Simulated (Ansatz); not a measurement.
# One shape, several levels: AlSiH5 (AlH2(SiH3))

We compute a comparison of 6 runs (UB3LYP/STO-3G, UPBE/STO-3G, r2SCAN/STO-3G, revPBE/STO-3G, wB97M-V/STO-3G, MP2/STO-3G) of AlSiH5 (AlH2(SiH3)). 

Program for the calculation: Ansatz 0.2.0.

58 further runs of the same task are left out: 2 that didn't finish, 56 set aside as unsound or not needed.

## Step 1: The structure to begin with

The species is AlSiH5 (7 atoms), meant as a singlet with charge 0. As SMILES, `[H][Al]([H])[SiH3]`. The Si4–Al1 distance was set to 4.842 Å, away from the relaxed value. At this shape a bond of the SMILES string is far longer than usual.

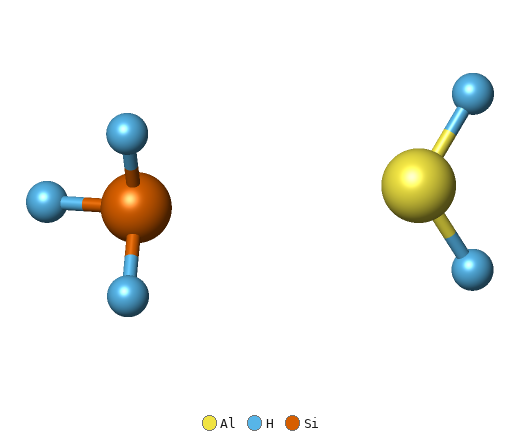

Viewed from a chosen angle; aluminium yellow, hydrogen blue, silicon orange.

## Step 2: A single-point energy at UB3LYP/STO-3G (run 1)

The input, input.yaml:

```yaml
crystal:
  periodic: [false, false, false]
  atoms:
    - {symbol: Al, position_ang: [1.893449, 3.301153, 0.024470]}
    - {symbol: H, position_ang: [3.450819, 3.464453, 0.077080]}
    - {symbol: H, position_ang: [1.258789, 4.732643, 0.004030]}
    - {symbol: Si, position_ang: [-0.517390, -0.897790, -0.016750]}
    - {symbol: H, position_ang: [-1.851430, -0.836410, 0.625620]}
    - {symbol: H, position_ang: [0.177610, -1.992690, 0.701130]}
    - {symbol: H, position_ang: [-0.795620, -1.472990, -1.353750]}
basis:
  gaussian:
    orbitals: STO-3G
total_charge: 0
magnetization:
  spin_polarized: true
  initial_magnetization: 0
hamiltonian:
  xc: {name: B3LYP}
accuracy: high
```

Started as:

```sh
$ ansatz run input.yaml --threads 1 --pin off --max-ram 2610MiB --events-out events.jsonl --progress --plain --runs-dir runs
```

The program printed:

```text
Warning: RAYON_NUM_THREADS=1 ignored (pool sized by the plan → 1); use --threads N
Functional definition: B3LYP
  name "B3LYP"
  parameter a0 = 0.2
  parameter ax = 0.72
  parameter ac = 0.81
  exchange = (1 - a0 - ax)*slater_x + ax*b88_x + a0*exact_x
  correlation = (1 - ac)*vwn_rpa_c + ac*lyp_c
356 factors; integrals over basis functions are off by at most 1.0e-8 eV
mean field evaluation 1: about -14372.4814 eV, gradient 1.6e1 eV
mean field evaluation 2: about -14283.5811 eV, gradient 3.5e1 eV
mean field evaluation 4: about -14371.8005 eV, gradient 1.7e1 eV
mean field evaluation 8: about -14375.9028 eV, gradient 1.3e1 eV
mean field evaluation 16: about -14379.2693 eV, gradient 2.0e0 eV
mean field evaluation 32: about -14379.0085 eV, gradient 4.4e0 eV
mean field -14379.86308488 eV, -528.4502213481 hartree, gradient 1.8e-8 eV, S^2 0.983270; 2 other end points of the search recorded, 0 dependent functions left out
reference -14379.86312351 eV, -528.4502227677 hartree; 16, 16 occupied and 7, 7 virtual orbitals, 356 factors
Total energy: -14379.86312351 eV, -528.4502227677 hartree
```

Wall time 5.1 s (1 thread of Arm Neoverse V1, shared host); peak memory 0.15 GiB.

## Step 3: The energy at UPBE/STO-3G (run 2)

The input, job.yaml:

```yaml
crystal:
  periodic: [false, false, false]
  atoms:
    - {symbol: Al, position_ang: [1.893449, 3.301153, 0.024470]}
    - {symbol: H, position_ang: [3.450819, 3.464453, 0.077080]}
    - {symbol: H, position_ang: [1.258789, 4.732643, 0.004030]}
    - {symbol: Si, position_ang: [-0.517390, -0.897790, -0.016750]}
    - {symbol: H, position_ang: [-1.851430, -0.836410, 0.625620]}
    - {symbol: H, position_ang: [0.177610, -1.992690, 0.701130]}
    - {symbol: H, position_ang: [-0.795620, -1.472990, -1.353750]}
basis:
  gaussian:
    orbitals: STO-3G
accuracy: high
hamiltonian:
  xc: pbe
magnetization:
  spin_polarized: true
```

Started as:

```sh
$ ansatz run job.yaml --threads 1 --pin off --max-ram 2610MiB --events-out events.jsonl --progress --plain --runs-dir runs
```

The program printed:

```text
Warning: RAYON_NUM_THREADS=1 ignored (pool sized by the plan → 1); use --threads N
Functional definition: PBE
  name "PBE"
  parameter kappa = 0.804
  parameter beta = 0.06672455060314922
  exchange = pbe_x(kappa = kappa, mu = beta*pi^2/3)
  correlation = pbe_c(beta = beta)
356 factors; integrals over basis functions are off by at most 1.0e-8 eV
mean field evaluation 1: about -14362.1687 eV, gradient 1.9e1 eV
mean field evaluation 2: about -14271.6567 eV, gradient 3.9e1 eV
mean field evaluation 4: about -14358.4630 eV, gradient 1.5e1 eV
mean field evaluation 8: about -14364.3296 eV, gradient 8.1e0 eV
mean field evaluation 16: about -14369.6840 eV, gradient 3.2e-2 eV
mean field evaluation 32: about -14362.3519 eV, gradient 1.9e1 eV
mean field -14370.35892908 eV, -528.1009500645 hartree, gradient 1.3e-8 eV, S^2 0.930772; 3 other end points of the search recorded, 0 dependent functions left out
reference -14370.35893174 eV, -528.1009501623 hartree; 16, 16 occupied and 7, 7 virtual orbitals, 356 factors
Total energy: -14370.35893174 eV, -528.1009501623 hartree
```

It took 4.5 s on 1 thread of Arm Neoverse V1, shared host; peak memory 0.15 GiB.

Runs 3 to 5 aren't shown in full; the table further down has their settings and results.

## Step 4: The energy at MP2/STO-3G (run 6)

The input, in.yaml:

```yaml
crystal:
  periodic: [false, false, false]
  atoms:
    - {symbol: Al, position_ang: [1.893449, 3.301153, 0.024470]}
    - {symbol: H, position_ang: [3.450819, 3.464453, 0.077080]}
    - {symbol: H, position_ang: [1.258789, 4.732643, 0.004030]}
    - {symbol: Si, position_ang: [-0.517390, -0.897790, -0.016750]}
    - {symbol: H, position_ang: [-1.851430, -0.836410, 0.625620]}
    - {symbol: H, position_ang: [0.177610, -1.992690, 0.701130]}
    - {symbol: H, position_ang: [-0.795620, -1.472990, -1.353750]}
basis:
  gaussian:
    orbitals: STO-3G
correlation:
  method: mp2
  frozen_orbitals: {Al: 5, H: 0, Si: 5}
accuracy: high
```

Started as:

```sh
$ ansatz run in.yaml --threads 1 --pin off --max-ram 2610MiB --events-out events.jsonl --progress --plain --runs-dir runs
```

The program printed, shortened:

```text
Warning: RAYON_NUM_THREADS=1 ignored (pool sized by the plan → 1); use --threads N
Functional definition: HF
  name "HF"
[...]
356 factors; integrals over basis functions are off by at most 1.0e-8 eV
[...]
mean field -14345.76604985 eV, -527.1971784226 hartree, gradient 3.3e-8 eV, S^2 0.000000; 1 other end points of the search recorded, 0 dependent functions left out; unrestricted orbitals would lower it
unrestricted determinant -14349.81672779 eV, -527.3460380913 hartree, S^2 1.0036
10 core orbitals not correlated: weight in the atoms' cores, before any rotation towards them, 1.000 or more for the frozen orbitals, at most 0.000 for the correlated occupied ones
reference -14345.76604985 eV, -527.1971784226 hartree; 6, 6 occupied and 7, 7 virtual orbitals, 356 factors
second order -4.27383270 eV of doubles, -0.00000000 eV of singles
Total energy: -14350.03988255 eV, -527.3542388775 hartree
```

It took 0.2 s on 1 thread of Arm Neoverse V1, shared host.

## Step 5: The series

```csv
run,level,frozen core orbitals,energy (Eh),wall time
1,UB3LYP/STO-3G,–,-528.450223,5.1 s
2,UPBE/STO-3G,–,-528.100950,4.5 s
3,r2SCAN/STO-3G,–,-528.336371,3.9 s
4,revPBE/STO-3G,–,-528.289373,1.6 s
5,wB97M-V/STO-3G,–,-528.376683,28 s
6,MP2/STO-3G,10,-527.354239,0.2 s
```

## Step 6: What came out

| quantity | value |
| --- | --- |
| run 6: total energy | -527.35424 Eh |
| run 6: correlation energy (10 core orbitals frozen) | -157.1 mEh |

Totals of different functionals can't be ranked against each other. In run 6 the log says that unrestricted orbitals would lower the reference, so the values rest on an unstable closed-shell determinant (other closed-shell runs at this shape may share the fault). In runs 1, 2, 3, 4, 5, 6 the basis is minimal, so the values are rough. Spin contamination of the reference: run 1 ⟨S²⟩ = 0.98, run 2 ⟨S²⟩ = 0.93. Where it is this large, the reference is a mixture of spin states, and values that rest on it are in doubt. All runs together took 44 s, the longest 28 s.
